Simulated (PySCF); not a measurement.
**[HoF2]+: other functionals and bases at one geometry**

How far do other levels of theory move the description of [HoF2]+, and what does each cost? It is a constructed species; whether it can be made isn't addressed.

Computed with PySCF 2.14.0. Level: several levels, as the steps say, no spin–orbit coupling.

1 further run of the same task is left out (for a known fault of the program).

## (1) The system as given

3 atoms, charge 1, spin multiplicity 1.

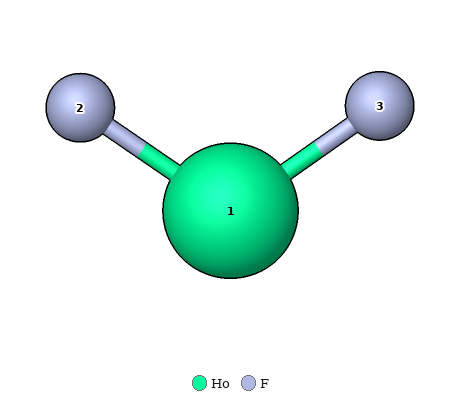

The structure; holmium green, fluorine light blue; atoms are numbered from 1 in the order of the file.

As a file:

```xyz
3

Ho    0.00000    0.00000   -0.32328
F     1.57625    0.00000    0.77175
F    -1.57625    0.00000    0.77175
```

Formal oxidation states: Ho +3. Each metal's 10 4f electrons lie in its core potential, so multiplicities, spins and levels count the valence alone. An earlier session relaxed this geometry at PBE0, Ho lcecp-1-SVP with ECP56, F def2-SVP (singlet, point group C2v).

At PBE0 on the finer grid: E = -236.887640 Eh, HOMO -16.26 eV, LUMO -8.30 eV, Mulliken charge on Ho1 +1.65 e, largest force component 0.006 eV/Å. 

Levels to run: wB97X; PBE; PBE0, TZVP. Hardware: 2 threads of Arm Neoverse V2, shared host.

## (2) wB97X

run.py (the lines that set the calculation)

```python
mol = gto.M(atom='''
Ho     0.00000     0.00000    -0.32328
F      1.57625     0.00000     0.77175
F     -1.57625     0.00000     0.77175''',
    basis={'Ho': 'lcecp-1-SVP', 'F': 'def2-SVP'},
    ecp={'Ho': 'lcecp-1-SVP'},
    charge=1, spin=0)
mf = dft.RKS(mol, xc='WB97X')
mf.grids.atom_grid = (75, 302)  # f atoms: unpruned, at least (60, 302)
mf = mf.density_fit()  # fitting sets: Ho AutoAux, F def2-universal-JKFIT
mf.conv_tol = 1e-08; mf.max_cycle = 55
mf.kernel(dm0)  # dm0: the density of the relaxed state
```

Command:

```bash
$ OMP_NUM_THREADS=2 python run.py
```

## (3) PBE

run.py (the lines that set the calculation), as its differences from that of step 2:

```diff
@@ -7,3 +7,3 @@
     charge=1, spin=0)
-mf = dft.RKS(mol, xc='WB97X')
+mf = dft.RKS(mol, xc='PBE')
 mf.grids.atom_grid = (75, 302)  # f atoms: unpruned, at least (60, 302)
```

## (4) PBE0, TZVP

Basis: Ho lcecp-1-TZVP with ECP56, F def2-TZVP. 

run.py (the lines that set the calculation)

```python
mol = gto.M(atom='''
Ho     0.00000     0.00000    -0.32328
F      1.57625     0.00000     0.77175
F     -1.57625     0.00000     0.77175''',
    basis={'Ho': 'lcecp-1-TZVP', 'F': 'def2-TZVP'},
    ecp={'Ho': 'lcecp-1-TZVP'},
    charge=1, spin=0)
mf = dft.RKS(mol, xc='PBE0')
mf.grids.atom_grid = (75, 302)  # f atoms: unpruned, at least (60, 302)
mf = mf.density_fit()  # fitting sets: Ho AutoAux, F def2-universal-JKFIT
mf.conv_tol = 1e-08; mf.max_cycle = 55
mf.kernel(dm0)  # dm0: free metal ions and neutral atoms
```

**Question.** What will these runs give? Wanted: for each run, HOMO; gap; charge on Ho1; dipole; largest force.

The runs gave:

| level | state | HOMO (eV) | gap (eV) | charge on Ho1 (e) | dipole (D) | largest force (eV/Å) | basis functions | time |
| --- | --- | --- | --- | --- | --- | --- | --- | --- |
| PBE0 (relaxed here) | singlet | -16.26 | 7.97 | 1.65 | 6.25 | 0.01 | 61 | 2.8 s |
| wB97X | singlet | -18.65 | 12.62 | 1.67 | 6.48 | 0.13 | 61 | 1.8 s |
| PBE | singlet | -14.36 | 5.30 | 1.50 | 5.72 | 0.46 | 61 | 1.6 s |
| PBE0, TZVP | singlet | -16.28 | 8.08 | 1.85 | 6.30 | 0.24 | 109 | 4.9 s |

Times are on 2 threads of Arm Neoverse V2, shared host; the first row also made further properties. The dipole of a charged species depends on the origin, so these sizes hold for this origin alone.

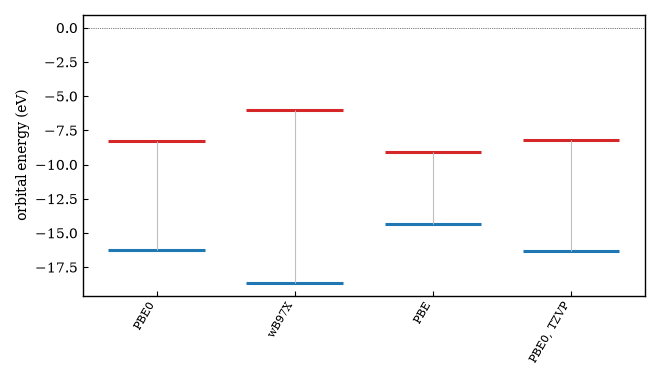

Highest filled and lowest empty level, method by method.

In one basis the HOMO–LUMO gap runs from 5.30 eV (PBE) to 12.62 eV (wB97X). The largest leftover force, 0.46 eV/Å with PBE, stands at a geometry relaxed at another level. The Mulliken charge on Ho spans +1.50 to +1.85 e over the levels. With 4f in the core, its levels are missing from HOMO and gap. Total energies of different levels can't be compared. Spin–orbit coupling is left out throughout.
